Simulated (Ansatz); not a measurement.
Base system: Al$_{2}$O$_{3}$ in the corundum structure (space group R-3c, No. 167; a = 4.7738 Å, c = 13.0147 Å (hexagonal axes)).

Modification: every lattice vector is stretched by 1.50 %, atoms relaxed at fixed cell.

All numbers come from PBEsol (Ansatz, an electronic-structure program; PAW; 420 eV plane waves; scalar-relativistic without spin-orbit coupling).

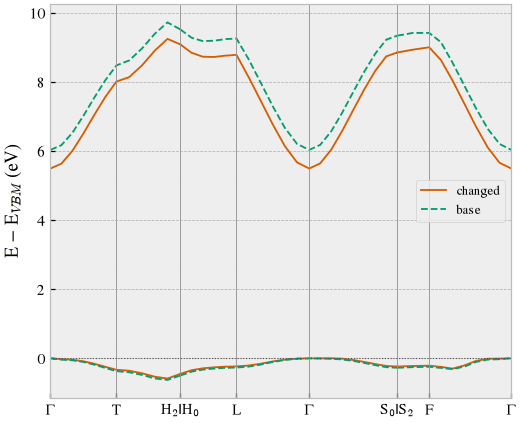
Fig. 1. Highest valence and lowest conduction band along the path, each from its own valence-band maximum

The gap is 5.49 eV, direct at Γ; the base has 6.03 eV.

The cells carry an imposed strain or load. No phonon test of stability was made.
